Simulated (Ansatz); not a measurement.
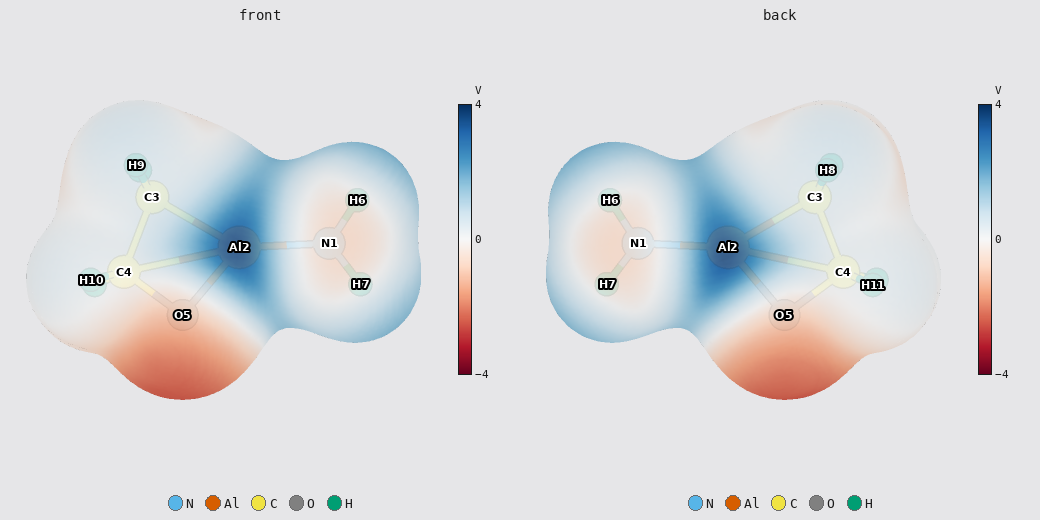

The picture shows: C₂H₆AlNO. The electrostatic potential painted on the density surface at 0.002 e/bohr³, seen from the front and from behind; red is negative and blue positive.

All numbers below come from Ansatz 0.2.0, RHF/def2-SVP.

Input

```
crystal:
  periodic: [false, false, false]
  atoms:
    - { symbol: "N", position_ang: [-0.959, 2.3612, 0.0995] }
    - { symbol: Al, position_ang: [0.2372, 0.9695, 0.2725] }
    - { symbol: C, position_ang: [-0.06, -0.9352, 0.5431] }
    - { symbol: C, position_ang: [1.0351, -1.1705, -0.5738] }
    - { symbol: O, position_ang: [1.3862, 0.1112, -0.9192] }
    - { symbol: H, position_ang: [-0.72946, 3.14667, 0.7792] }
    - { symbol: H, position_ang: [-0.8468, 2.79423, -0.85307] }
    - { symbol: H, position_ang: [-1.0148, -1.269, 0.309] }
    - { symbol: H, position_ang: [0.3541, -1.2731, 1.5819] }
    - { symbol: H, position_ang: [1.827, -1.7897, -0.2037] }
    - { symbol: H, position_ang: [0.4587, -1.6584, -1.4246] }
basis:
  gaussian: { orbitals: def2-SVP }
hamiltonian:
  xc: hf
relax:
  f_tol: 0.015
  max_steps: 40
output:
  orbitals: {}
```

Run with:

```sh
ansatz run input.yaml --threads 1 --pin off --max-ram 2048MiB --backend cpu --events-out ev --progress --plain --runs-dir out
```

The fields are those of the relaxed geometry.

Where is the surface potential most negative and most positive?

Answer. The most negative region (about −2.4 V) lies over O5, the most positive (about +3.2 V) over Al2. O5 is the likeliest acceptor of a hydrogen bond.
